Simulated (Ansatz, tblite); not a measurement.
**The cluster Si₄Se₄+: which spin state is lowest**

Is the doublet the ground state of the cluster Si₄Se₄+? Other spin states are computed and compared level by level.

Method: as each input shows; program: Ansatz 0.2.0, Gaussian basis.

Levels to be run: quartet, relaxed (GFN1-xTB, GFN2-xTB, PBE0-D4/def2-TZVP, PBE-D4/def2-TZVP, r2SCAN-D4/def2-TZVP, BLYP-D4/def2-TZVP, LC-ωPBE/def2-TZVP, HF/6-31G, B3LYP-D4/6-31G, MP2/def2-SVP); the doublet's energies come from earlier runs.

2 further runs of the same task are left out: 2 set aside as unsound or not needed. Runs told in other sessions of the task aren't counted.

**1. The geometry**

The geometry is that of the doublet, from an earlier relaxation (PBE-D4/def2-SVP). At that level it is the lowest of the isomers that a small search found.

8 atoms, charge 1, spin multiplicity 2.

Atoms are counted from 1 here; the program's logs count them from 0.

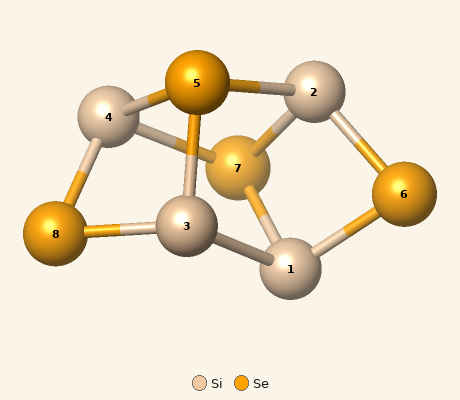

The structure; silicon light orange, selenium orange; atoms are numbered from 1 in the order of the file.

The ion is computed in the gas phase, without counter-ions or solvent.

**2. Relaxing the quartet**

The input, in.yaml:

```yaml
crystal:
  periodic: [false, false, false]
  atoms:
    - {symbol: Si, position_ang: [-0.943727, -1.002367, 1.398126]}
    - {symbol: Si, position_ang: [0.441079, -1.614514, -1.100297]}
    - {symbol: Si, position_ang: [0.673649, 0.896629, 1.183534]}
    - {symbol: Si, position_ang: [-0.381879, 1.673106, -1.349328]}
    - {symbol: Se, position_ang: [1.804120, 0.544924, -0.849595]}
    - {symbol: Se, position_ang: [0.437480, -2.808975, 0.864582]}
    - {symbol: Se, position_ang: [-1.735715, -0.572552, -0.831121]}
    - {symbol: Se, position_ang: [-0.294997, 2.883749, 0.684099]}
basis:
  gaussian: {orbitals: def2-SVP}
total_charge: 1
magnetization: {spin_polarized: true, initial_magnetization: 3}
hamiltonian: {xc: pbe, dispersion: d4}
scf: {lower_state_search: "off"}
output: {orbitals: {seedname: orbitals}}
relax: {f_tol: 0.03, max_steps: 70}
```

The run is started by

```
$ ansatz run in.yaml --threads 4 --pin off --events-out ev --progress --plain --max-ram 6963MiB
```

Standard output, shortened:

```text
Functional definition: PBE
  name "PBE"
  cite "Perdew, Burke & Ernzerhof, Phys. Rev. Lett. 77, 3865 (1996) doi:10.1103/PhysRevLett.77.3865"
  parent pbe
[...]
2168 factors; their error is unknown
[...]
mean field -292808.46785201 eV, -10760.5127208534 hartree, gradient 8.7e-6 eV, S^2 3.757907; 0 other end points of the search recorded, 0 dependent functions left out
[...]
reference -292808.46788830 eV, -10760.5127221870 hartree; 97, 94 occupied and 103, 106 virtual orbitals, 2168 factors
relax step   1: F+E_penalty+E_count = -292809.43516598 eV  Δ(F+E_penalty+E_count) = +0.000e0 eV  max|allowed force component| = 1.348e0 eV/Å  Δτ_max = 0.0000 Å  (25 SCF iters, accepted)
[...]
relax step   4: F+E_penalty+E_count = -292809.69245038 eV  Δ(F+E_penalty+E_count) = -2.155e-3 eV  max|allowed force component| = 5.708e-2 eV/Å  Δτ_max = 0.0123 Å  (28 SCF iters, accepted)
[...]
relax step   7: F+E_penalty+E_count = -292809.69672887 eV  Δ(F+E_penalty+E_count) = -2.535e-3 eV  max|allowed force component| = 4.824e-2 eV/Å  Δτ_max = 0.0170 Å  (27 SCF iters, accepted)
[...]
relax step  10: F+E_penalty+E_count = -292809.70520785 eV  Δ(F+E_penalty+E_count) = -1.389e-3 eV  max|allowed force component| = 3.502e-2 eV/Å  Δτ_max = 0.0299 Å  (26 SCF iters, accepted)
[...]
relax step  11: F+E_penalty+E_count = -292809.70501286 eV  Δ(F+E_penalty+E_count) = +1.950e-4 eV  max|allowed force component| = 6.025e-2 eV/Å  Δτ_max = 0.0258 Å  (28 SCF iters, rejected (line search))
[...]
relax step  12: F+E_penalty+E_count = -292809.70614541 eV  Δ(F+E_penalty+E_count) = -9.376e-4 eV  max|allowed force component| = 1.316e-2 eV/Å  Δτ_max = 0.0122 Å  (26 SCF iters, accepted)
Total energy: -292809.70618127 eV, -10760.5582286143 hartree
Atom 0 at    -0.953302    -0.847362     1.408521 Å, force    -0.001496     0.008024    -0.000525 eV/Å
Atom 1 at     0.454354    -1.630339    -1.183752 Å, force     0.004070    -0.006862     0.009903 eV/Å
Atom 2 at     0.892081     0.926540     1.398703 Å, force     0.007879    -0.013164     0.000845 eV/Å
Atom 3 at    -0.403582     1.560223    -1.293890 Å, force    -0.005731     0.002759     0.001114 eV/Å
Atom 4 at     1.732835     0.503268    -0.909244 Å, force     0.007211     0.004380     0.001298 eV/Å
Atom 5 at     0.383291    -2.716550     0.853732 Å, force    -0.004218     0.001608    -0.012196 eV/Å
Atom 6 at    -1.696418    -0.557811    -0.952524 Å, force    -0.000658    -0.004430     0.004557 eV/Å
Atom 7 at    -0.409251     2.762030     0.678455 Å, force    -0.007057     0.007685    -0.004996 eV/Å
Dipole moment:     0.001353    -0.003733    -0.101742 e Å
Checks for a lower state left out: stability, starts, cluster_reference, orbital_swaps, neighbouring_geometries, increment
```

Wall time 2.1 min (4 threads of Arm Neoverse N1, shared host).

Step by step:

```csv
step,energy from step 1 (eV),largest force component (eV/Å)
1,0.0000,1.3481
2,-0.2438,0.2321
3,-0.2551,0.1080
4,-0.2573,0.0571
5,-0.2585,0.0509
6,-0.2590,0.0992
7,-0.2616,0.0482
8,-0.2660,0.0831
9,-0.2687,0.0766
10,-0.2700,0.0350
11,-0.2698,0.0603
12,-0.2710,0.0132
```

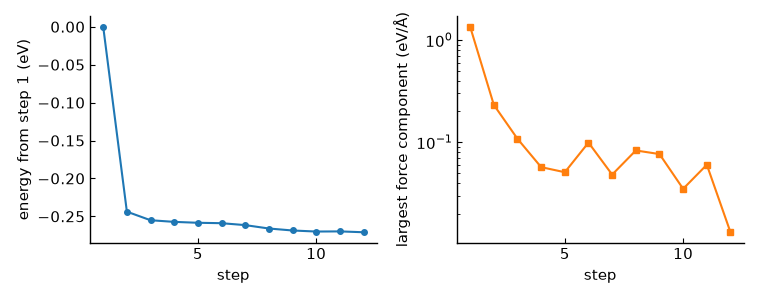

Energy and force, step by step.

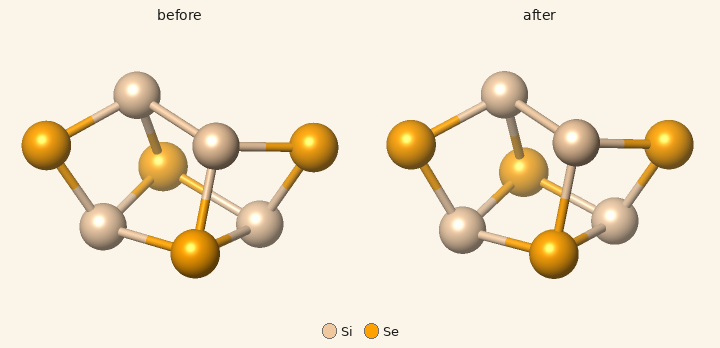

Before and after, at one scale.

Close pairs (by a distance rule), those that changed most:

| bond | before (Å) | after (Å) | change (Å) |
| --- | --- | --- | --- |
| Si4–Se7 | 2.673 | 2.505 | -0.168 |
| Si3–Se5 | 2.353 | 2.493 | +0.140 |
| Si3–Se8 | 2.266 | 2.362 | +0.096 |
| Si4–Se5 | 2.510 | 2.414 | -0.096 |
| Si1–Se7 | 2.404 | 2.492 | +0.088 |
| Si2–Se5 | 2.566 | 2.502 | -0.063 |
| Si4–Se8 | 2.368 | 2.310 | -0.058 |
| Si1–Si3 | 2.504 | 2.560 | +0.056 |

**3. Quartet, GFN1-xTB**

Tight binding, by tblite at 300 K electronic temperature and without a spin-polarisation term:

```python
tblite.interface.Calculator('GFN1-xTB', numbers, positions, charge=1, uhf=3).singlepoint()
```

Energy -554.4211 eV; 0.025 s.

**4. Quartet, GFN2-xTB**

Tight binding, by tblite at 300 K electronic temperature and without a spin-polarisation term:

```python
tblite.interface.Calculator('GFN2-xTB', numbers, positions, charge=1, uhf=3).singlepoint()
```

Energy -524.0173 eV; 0.033 s.

**5. Quartet, PBE0-D4/def2-TZVP**

start.molden holds the orbitals of an earlier run on this state, given as this run's starting guess.

The input, in.yaml:

```yaml
crystal:
  periodic: [false, false, false]
  atoms:
    - {symbol: Si, position_ang: [-0.953302, -0.847362, 1.408521]}
    - {symbol: Si, position_ang: [0.454354, -1.630339, -1.183752]}
    - {symbol: Si, position_ang: [0.892081, 0.926540, 1.398703]}
    - {symbol: Si, position_ang: [-0.403582, 1.560223, -1.293890]}
    - {symbol: Se, position_ang: [1.732835, 0.503268, -0.909244]}
    - {symbol: Se, position_ang: [0.383291, -2.716550, 0.853732]}
    - {symbol: Se, position_ang: [-1.696418, -0.557811, -0.952524]}
    - {symbol: Se, position_ang: [-0.409251, 2.762030, 0.678455]}
basis:
  gaussian: {orbitals: def2-TZVP, initial_orbitals: start.molden}
total_charge: 1
magnetization: {spin_polarized: true, initial_magnetization: 3}
hamiltonian: {xc: pbe0, dispersion: d4}
scf: {omitted_lower_state_checks: [starts]}
output: {orbitals: {seedname: orbitals}}
```

Same command.

Standard output, shortened:

```text
Functional definition: PBE0
  name "PBE0"
  cite "Adamo & Barone, J. Chem. Phys. 110, 6158 (1999) doi:10.1063/1.478522"
  cite "Perdew, Burke & Ernzerhof, Phys. Rev. Lett. 77, 3865 (1996) doi:10.1103/PhysRevLett.77.3865"
  parent pbe
[...]
2230 factors; integrals over basis functions are off by at most 5.9e-4 eV
[...]
mean field -292862.26595426 eV, -10762.4897646456 hartree, gradient 2.4e-5 eV, S^2 3.778681; 0 other end points of the search recorded, 0 dependent functions left out
reference -292862.26598689 eV, -10762.4897658445 hartree; 97, 94 occupied and 243, 246 virtual orbitals, 2230 factors
Total energy: -292863.11996585 eV, -10762.5211489925 hartree
Checks for a lower state left out: starts
```

It took 1.7 min on 4 threads of Arm Neoverse N1, shared host; peak memory 2.3 GiB.

From the report: HOMO -9.86 eV, LUMO -8.94 eV (over both spins); ⟨S²⟩ 3.779 (pure: 3.75).

**6. Quartet, PBE-D4/def2-TZVP**

in.yaml, as its differences from that of step 5:

```diff
@@ -15,3 +15,3 @@
 magnetization: {spin_polarized: true, initial_magnetization: 3}
-hamiltonian: {xc: pbe0, dispersion: d4}
+hamiltonian: {xc: pbe, dispersion: d4}
 scf: {omitted_lower_state_checks: [starts]}
```

The command is unchanged.

Standard output:

```text
Functional definition: PBE
  name "PBE"
  cite "Perdew, Burke & Ernzerhof, Phys. Rev. Lett. 77, 3865 (1996) doi:10.1103/PhysRevLett.77.3865"
  parent pbe
  parameter kappa = 0.804
  parameter beta = 0.06672455060314922
  exchange = pbe_x(kappa = kappa, mu = beta*pi^2/3)
  correlation = pbe_c(beta = beta)
these checks for a lower state are left out or cut short: starts
2556 factors; their error is unknown
mean field evaluation 1: about -292851.6720 eV, gradient 1.4e1 eV
mean field evaluation 2: about -292851.9463 eV, gradient 4.6e-1 eV
mean field evaluation 4: about -292851.8313 eV, gradient 1.3e-1 eV
mean field evaluation 8: about -292851.8314 eV, gradient 1.5e-5 eV
mean field -292851.83136427 eV, -10762.1063005361 hartree, gradient 2.2e-5 eV, S^2 3.761253; 0 other end points of the search recorded, 0 dependent functions left out
reference -292851.83140766 eV, -10762.1063021308 hartree; 97, 94 occupied and 243, 246 virtual orbitals, 2556 factors
Total energy: -292852.81338693 eV, -10762.1423892032 hartree
Checks for a lower state left out: starts
```

It took 37 s on 4 threads of Arm Neoverse N1, shared host; peak memory 1.1 GiB.

Report: HOMO -8.91 eV, LUMO -9.45 eV (over both spins; with the spin held, an empty level of the minority spin lies below the top filled one); ⟨S²⟩ 3.761 (pure: 3.75).

**7. Quartet, r2SCAN-D4/def2-TZVP**

in.yaml, as its differences from that of step 6:

```diff
@@ -15,3 +15,3 @@
 magnetization: {spin_polarized: true, initial_magnetization: 3}
-hamiltonian: {xc: pbe, dispersion: d4}
+hamiltonian: {xc: r2scan, dispersion: d4}
 scf: {omitted_lower_state_checks: [starts]}
```

The command is unchanged.

Standard output:

```text
Functional definition: r2SCAN
  name "r2SCAN"
  cite "Furness, Kaplan, Ning, Perdew & Sun, J. Phys. Chem. Lett. 11, 8208 (2020) doi:10.1021/acs.jpclett.0c02405"
  cite "Furness, Kaplan, Ning, Perdew & Sun, J. Phys. Chem. Lett. 11, 9248 (2020) doi:10.1021/acs.jpclett.0c03077"
  parent r2scan
  parameter k0 = 0.174
  parameter k1 = 0.065
  parameter a1 = 4.9479
  exchange = r2scan_x(k0 = k0, k1 = k1, a1 = a1)
  correlation = r2scan_c
these checks for a lower state are left out or cut short: starts
2556 factors; their error is unknown
mean field evaluation 1: about -292902.3148 eV, gradient 1.0e1 eV
mean field evaluation 2: about -292902.4385 eV, gradient 2.2e-1 eV
mean field evaluation 4: about -292902.3029 eV, gradient 9.0e-3 eV
mean field evaluation 8: about -292902.3029 eV, gradient 2.2e-5 eV
mean field -292902.30292616 eV, -10763.9610962249 hartree, gradient 2.1e-5 eV, S^2 3.778573; 0 other end points of the search recorded, 0 dependent functions left out
reference -292902.30294287 eV, -10763.9610968389 hartree; 97, 94 occupied and 243, 246 virtual orbitals, 2556 factors
Total energy: -292902.50376877 eV, -10763.9684770547 hartree
Checks for a lower state left out: starts
```

It took 1.7 min on 4 threads of Arm Neoverse N1, shared host; peak memory 1.2 GiB.

HOMO -9.23 eV, LUMO -9.44 eV (over both spins; with the spin held, an empty level of the minority spin lies below the top filled one); ⟨S²⟩ 3.779 (pure: 3.75).

**8. Quartet, BLYP-D4/def2-TZVP**

in.yaml, as its differences from that of step 7:

```diff
@@ -15,3 +15,3 @@
 magnetization: {spin_polarized: true, initial_magnetization: 3}
-hamiltonian: {xc: r2scan, dispersion: d4}
+hamiltonian: {xc: {name: BLYP}, dispersion: d4}
 scf: {omitted_lower_state_checks: [starts]}
```

Launched as before.

Standard output:

```text
Functional definition: BLYP
  name "BLYP"
  cite "Becke, Phys. Rev. A 38, 3098 (1988) doi:10.1103/PhysRevA.38.3098"
  cite "Lee, Yang & Parr, Phys. Rev. B 37, 785 (1988) doi:10.1103/PhysRevB.37.785"
  parameter beta = 0.0042
  parameter a = 0.04918
  parameter b = 0.132
  parameter c = 0.2533
  parameter d = 0.349
  exchange = b88_x(beta = beta)
  correlation = lyp_c(a = a, b = b, c = c, d = d)
these checks for a lower state are left out or cut short: starts
2556 factors; their error is unknown
mean field evaluation 1: about -292909.6311 eV, gradient 1.7e1 eV
mean field evaluation 2: about -292910.1804 eV, gradient 6.5e-1 eV
mean field evaluation 4: about -292910.0718 eV, gradient 1.5e-1 eV
mean field evaluation 8: about -292910.0719 eV, gradient 2.6e-5 eV
mean field -292910.07192992 eV, -10764.2466018469 hartree, gradient 2.6e-5 eV, S^2 3.758849; 0 other end points of the search recorded, 0 dependent functions left out
reference -292910.07230949 eV, -10764.2466157957 hartree; 97, 94 occupied and 243, 246 virtual orbitals, 2556 factors
Total energy: -292912.11644845 eV, -10764.3217365172 hartree
Checks for a lower state left out: starts
```

It took 35 s on 4 threads of Arm Neoverse N1, shared host; peak memory 1.1 GiB.

HOMO -8.67 eV, LUMO -9.28 eV (over both spins; with the spin held, an empty level of the minority spin lies below the top filled one); ⟨S²⟩ 3.759 (pure: 3.75).

**9. Quartet, LC-ωPBE/def2-TZVP**

in.yaml, as its differences from that of step 8:

```diff
@@ -15,3 +15,3 @@
 magnetization: {spin_polarized: true, initial_magnetization: 3}
-hamiltonian: {xc: {name: BLYP}, dispersion: d4}
+hamiltonian: {xc: {name: LC-wPBE}}
 scf: {omitted_lower_state_checks: [starts]}
```

The command is unchanged.

Standard output, shortened:

```text
Functional definition: LC-wPBE
  name "LC-wPBE"
  cite "Vydrov & Scuseria, J. Chem. Phys. 125, 234109 (2006) doi:10.1063/1.2409292"
  cite "Heyd & Scuseria, J. Chem. Phys. 120, 7274 (2004) doi:10.1063/1.1668634"
  cite "Ernzerhof & Perdew, J. Chem. Phys. 109, 3313 (1998) doi:10.1063/1.476928"
  cite "Perdew, Burke & Ernzerhof, Phys. Rev. Lett. 77, 3865 (1996) doi:10.1103/PhysRevLett.77.3865"
  parent pbe
[...]
2556 factors; their error is unknown
688 factors; integrals over basis functions are off by at most 2.3e-5 eV
[...]
mean field -292857.86313074 eV, -10762.3279638656 hartree, gradient 1.1e-5 eV, S^2 3.821142; 0 other end points of the search recorded, 0 dependent functions left out
reference -292857.86313075 eV, -10762.3279638658 hartree; 97, 94 occupied and 243, 246 virtual orbitals, 2556 factors
Total energy: -292857.86313075 eV, -10762.3279638658 hartree
Checks for a lower state left out: starts
```

Wall time 2.4 min (4 threads of Arm Neoverse N1, shared host); peak memory 3.1 GiB.

HOMO -12.19 eV, LUMO -7.12 eV (over both spins); ⟨S²⟩ 3.821 (pure: 3.75).

**10. Quartet, HF/6-31G**

in.yaml, as its differences from that of step 9:

```diff
@@ -12,6 +12,6 @@
 basis:
-  gaussian: {orbitals: def2-TZVP, initial_orbitals: start.molden}
+  gaussian: {orbitals: 6-31G}
 total_charge: 1
 magnetization: {spin_polarized: true, initial_magnetization: 3}
-hamiltonian: {xc: {name: LC-wPBE}}
+hamiltonian: {xc: hf}
 scf: {omitted_lower_state_checks: [starts]}
```

Launched as before.

Standard output:

```text
Functional definition: HF
  name "HF"
  cite "Fock, Z. Phys. 61, 126 (1930) doi:10.1007/BF01340294"
  parent pbe
  exchange = exact_x
  correlation = 0
these checks for a lower state are left out or cut short: starts
1572 factors; integrals over basis functions are off by at most 1.9e-4 eV
mean field evaluation 1: about -292606.6100 eV, gradient 1.6e1 eV
mean field evaluation 2: about -292606.7797 eV, gradient 1.7e1 eV
mean field evaluation 4: about -292609.6440 eV, gradient 3.0e0 eV
mean field evaluation 8: about -292610.0954 eV, gradient 5.3e-1 eV
mean field evaluation 16: about -292610.1348 eV, gradient 2.0e-5 eV
mean field -292610.13480819 eV, -10753.2241159281 hartree, gradient 9.9e-6 eV, S^2 3.851787; 0 other end points of the search recorded, 0 dependent functions left out
reference -292610.13480819 eV, -10753.2241159281 hartree; 97, 94 occupied and 71, 74 virtual orbitals, 1572 factors
Total energy: -292610.13480819 eV, -10753.2241159281 hartree
Checks for a lower state left out: starts
```

Run time: 22 s. Hardware: 4 threads of Arm Neoverse N1, shared host; peak memory 1.2 GiB.

From the report: HOMO -12.46 eV, LUMO -6.53 eV (over both spins); ⟨S²⟩ 3.852 (pure: 3.75).

**11. Quartet, B3LYP-D4/6-31G**

in.yaml, as its differences from that of step 10:

```diff
@@ -15,3 +15,3 @@
 magnetization: {spin_polarized: true, initial_magnetization: 3}
-hamiltonian: {xc: hf}
+hamiltonian: {xc: {name: B3LYP}, dispersion: d4}
 scf: {omitted_lower_state_checks: [starts]}
```

The command is unchanged.

Standard output, shortened:

```text
Functional definition: B3LYP
  name "B3LYP"
  cite "Stephens, Devlin, Chabalowski & Frisch, J. Phys. Chem. 98, 11623 (1994) doi:10.1021/j100096a001"
  cite "Becke, Phys. Rev. A 38, 3098 (1988) doi:10.1103/PhysRevA.38.3098"
  cite "Lee, Yang & Parr, Phys. Rev. B 37, 785 (1988) doi:10.1103/PhysRevB.37.785"
  cite "Vosko, Wilk & Nusair, Can. J. Phys. 58, 1200 (1980) doi:10.1139/p80-159"
[...]
1572 factors; integrals over basis functions are off by at most 1.9e-4 eV
[...]
mean field -292863.78108032 eV, -10762.5454445012 hartree, gradient 1.8e-5 eV, S^2 3.763629; 0 other end points of the search recorded, 0 dependent functions left out
reference -292863.78136140 eV, -10762.5454548307 hartree; 97, 94 occupied and 71, 74 virtual orbitals, 1572 factors
Total energy: -292865.43114247 eV, -10762.6060831668 hartree
Checks for a lower state left out: starts
```

It took 25 s on 4 threads of Arm Neoverse N1, shared host; peak memory 1.1 GiB.

Report: HOMO -10.06 eV, LUMO -9.57 eV (over both spins); ⟨S²⟩ 3.764 (pure: 3.75).

**12. Quartet, MP2/def2-SVP**

in.yaml, as its differences from that of step 11:

```diff
@@ -12,6 +12,6 @@
 basis:
-  gaussian: {orbitals: 6-31G}
+  gaussian: {orbitals: def2-SVP, initial_orbitals: start.molden}
 total_charge: 1
 magnetization: {spin_polarized: true, initial_magnetization: 3}
-hamiltonian: {xc: {name: B3LYP}, dispersion: d4}
+correlation: {method: mp2}
 scf: {omitted_lower_state_checks: [starts]}
```

Same command.

Standard output:

```text
Functional definition: HF
  name "HF"
  cite "Fock, Z. Phys. 61, 126 (1930) doi:10.1007/BF01340294"
  parent pbe
  exchange = exact_x
  correlation = 0
these checks for a lower state are left out or cut short: starts
1892 factors; integrals over basis functions are off by at most 8.4e-4 eV
mean field evaluation 1: about -292612.3853 eV, gradient 2.1e1 eV
mean field evaluation 2: about -292614.2359 eV, gradient 1.9e0 eV
mean field evaluation 4: about -292614.4503 eV, gradient 9.3e-2 eV
mean field evaluation 8: about -292614.5568 eV, gradient 1.6e-5 eV
mean field -292614.55679482 eV, -10753.3866209394 hartree, gradient 1.9e-6 eV, S^2 3.874707; 0 other end points of the search recorded, 0 dependent functions left out
56 core orbitals not correlated: weight in the atoms' cores, before any rotation towards them, 1.000 or more for the frozen orbitals, at most 0.000 for the correlated occupied ones
reference -292614.55679482 eV, -10753.3866209394 hartree; 41, 38 occupied and 103, 106 virtual orbitals, 1892 factors
second order -33.75495082 eV of doubles, -0.00000000 eV of singles
Total energy: -292648.31174564 eV, -10754.6270925021 hartree
Checks for a lower state left out: starts
```

Run time: 43 s. Hardware: 4 threads of Arm Neoverse N1, shared host; peak memory 1.4 GiB.

From the report: Hartree-Fock HOMO -12.19 eV, LUMO -5.93 eV (over both spins); ⟨S²⟩ 3.875 (pure: 3.75).

**13. Quartet less doublet**

The doublet's energies are those of its earlier runs, whose logs aren't repeated here.

| level | quartet less doublet (kJ/mol) | time |
| --- | --- | --- |
| GFN1-xTB | +142.7 | 0.05 s |
| GFN2-xTB | +86.0 | 0.068 s |
| HF/6-31G† | +31.9 | 44 s |
| HF/def2-SVP† | +38.9 |  |
| PBE-D4/def2-TZVP | +95.5 | 73 s |
| BLYP-D4/def2-TZVP | +91.1 | 73 s |
| r2SCAN-D4/def2-TZVP | +85.7 | 3.5 min |
| B3LYP-D4/6-31G | +73.1 | 54 s |
| PBE0-D4/def2-TZVP | +88.7 | 3.9 min |
| LC-ωPBE/def2-TZVP | +68.5 | 4.9 min |
| MP2/def2-SVP† | +66.3 | 97 s |

Times add the two runs; a level without a time comes out of a correlated run. † marks a level with a doubtful state (flagged, unstable, out of aufbau order, or strongly spin-contaminated); such levels are left out of the summary. Tight binding without a spin term can't rank spin states.

**14. Results**

```
                                      quantity                                     value
quartet less doublet, functionals in def2-TZVP  +68.5 (LC-ωPBE) to +95.5 kJ/mol (PBE-D4)
```

**Reading.** All functionals put the quartet above the doublet, over a spread of 26.9 kJ/mol. The checks for a lower quartet were left out, so another state of that spin may lie lower. These are electronic energies, without zero-point motion, entropy or surroundings.
